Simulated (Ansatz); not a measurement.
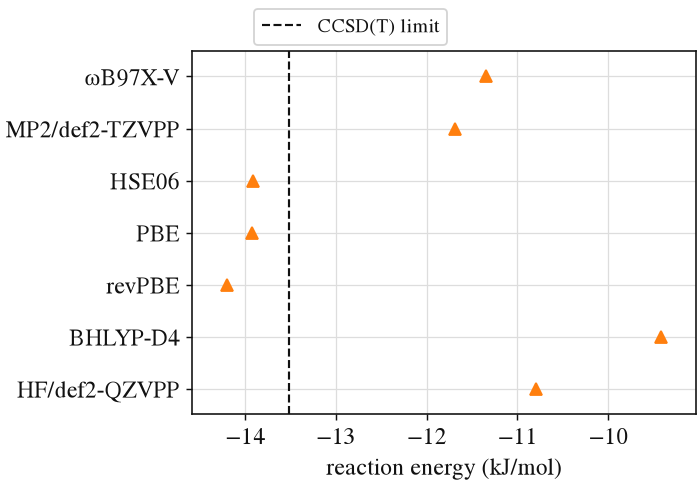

Electronic reaction energy of GeH₄SeSO ([OH][GeH]([SH])[SeH]) + AlSiNH₄ ([NH]1[AlH][SiH2]1) → AlSiNH₄Se ([SeH][SiH]1[NH][AlH]1) + GeH₄SO ([OH][GeH2][SH]) (SMILES in brackets) at several levels (functionals in def2-TZVPP unless a basis is named), isolated molecules at PBE0-D4 triple-zeta geometries, minima by their frequencies, no zero-point or thermal terms, the Ansatz code 0.2.0. The line is frozen-core CCSD(T) at the basis limit (MP2 extrapolated from triple and quadruple zeta, plus CCSD(T) less MP2 in a smaller set). No dispersion term is added to HSE06, PBE and revPBE. The distance of MP2/def2-TZVPP to the limit includes basis error.

Q: What do zero-point energy and temperature add?

A: Zero-point change 1.0 kJ/mol; at 298.15 K and 1 bar the CCSD(T) limit plus thermal terms gives an enthalpy of reaction of −13.0 and a free energy of −13.4 kJ/mol (harmonic PBE0-D4 modes, ideal gas).

Q: Give the values.

A:
```tsv
level	kJ/mol	less CCSD(T) limit
ωB97X-V	−11.3	2.2
MP2/def2-TZVPP	−11.7	1.8
HSE06	−13.9	−0.4
PBE	−13.9	−0.4
revPBE	−14.2	−0.7
BHLYP-D4	−9.4	4.1
HF/def2-QZVPP	−10.8	2.7
CCSD(T) limit	−13.5	0.0
```

Caveats: no scalar relativity up to krypton; outer-core shells are correlated without core-valence functions, which makes the correlated values less sure.
